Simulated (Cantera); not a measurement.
Feed: 1 mol SiH₂Cl₂, a varied amount of N₂, held at 1823 K and 101000 Pa.

Cantera equilibrium calculation (NASA polynomials, part measured and part estimated; ideal gas, pure solids and liquids). Candidate condensed phases: NH₄Cl, Si, Si₃N₄; 28 gas species. The tables' values for SiCl₃ are old estimates; treat these amounts as uncertain. Kinetics and transport are ignored.

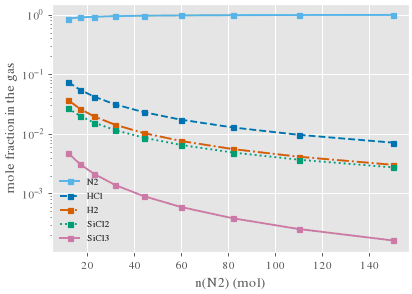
*Equilibrium gas composition (values under 1e-9 drawn at 1e-9)*

From 12 mol N₂ to 150 mol N₂ the condensed part is Si₃N₄(s). The main Si-bearing gas is SiCl₂ throughout.
